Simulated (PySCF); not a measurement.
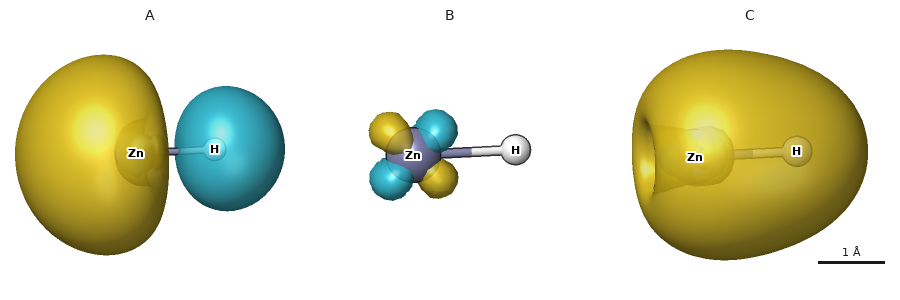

The picture shows: ZnH (doublet). Three frontier β-spin orbitals, each drawn at the value that holds 80 % of its norm (yellow and cyan are the two phases), in no order; of a degenerate pair one member is drawn.

Theory: PySCF 2.14.0, PBE0/def2-TZVPPD, non-relativistic Hamiltonian with scalar-relativistic core potentials where named, at a bond length of 1.614 Å.

Q: Label each orbital by symmetry, say whether it is occupied, and order them by energy.

A: Orbital B: π, occupied in this spin, −14.09 eV; almost wholly on Zn.
Orbital C: σ, occupied in this spin, −8.67 eV; shared between the atoms (Zn 60 %, H 40 %).
Orbital A: σ, empty in this spin, −2.31 eV; mainly on Zn (80 %).
